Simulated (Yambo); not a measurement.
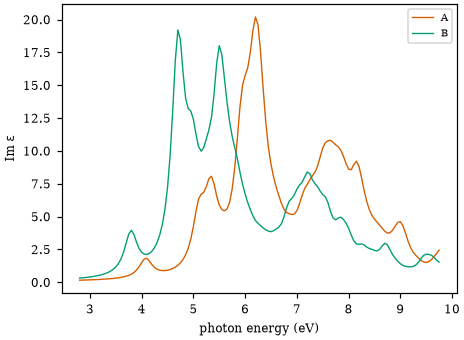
*Two computed absorption spectra of MgTe (zinc blende, space group F-43m, No. 216) under isotropic strain of -0.7 % on all lattice vectors (Yambo, PBEsol bands with the same scissor, field along x)*

Which curve includes the electron-hole attraction (BSE)?

Curve B: the attraction moves weight to lower energy (centre of the plotted range 6.0 eV against 6.8 eV). Settings: 6×6×6 mesh, 3 valence and 7 conduction bands, static screening with 36 bands and a 4 Ry block, scissor 1.65 eV, Tamm-Dancoff. The scissor comes from a G0W0 run whose convergence isn't established. Broadening 0.15 eV. The band window holds all transitions up to 12.0 eV. On this mesh the peak heights and the fine structure are mesh artefacts; only the shift of weight is robust.

The standard potential for Te keeps a d shell in the valence without the s and p states of that shell. In tests on such compounds this moved G0W0 gaps by up to about 0.9 eV, so absolute quasiparticle energies here are unreliable; differences between settings are what counts.

Spin-orbit coupling is not included.

Geometry strained from the cell relaxed with PBEsol, atoms relaxed again; primitive cell a = b = c = 4.5209 Å, α = β = γ = 60.00°.

This is not the ordinary phase of the substance; no match was found in the copy of COD used, and its stability was not checked.
